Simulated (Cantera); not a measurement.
Charge: 1 mol (CH3)2SiCl2, 0.72 mol C2H4, 720 mol H2, held at 0.100 bar.

These are equilibrium values from Cantera (NASA tables, ideal gas, pure condensed phases), not measurements of a reactor. Candidate condensed phases: C, C6H6, C7H8, C8H18, Si, SiC; 109 gas species. The feed counts by its element totals alone. Gases not in the tables: Si2H6 and higher silanes. Kinetics and transport are ignored.

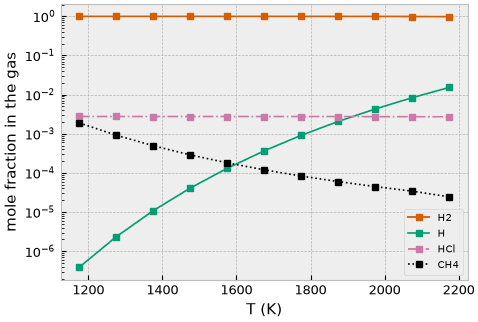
Fig. 1. Equilibrium gas composition (values under 1e-9 drawn at 1e-9)

From 1175 K to 2075 K the condensed part is C(graphite) + SiC(s). At 2175 K the condensed part is SiC(s). The main Si-bearing gas is SiCl2 at 1175 K and Si at 2175 K.
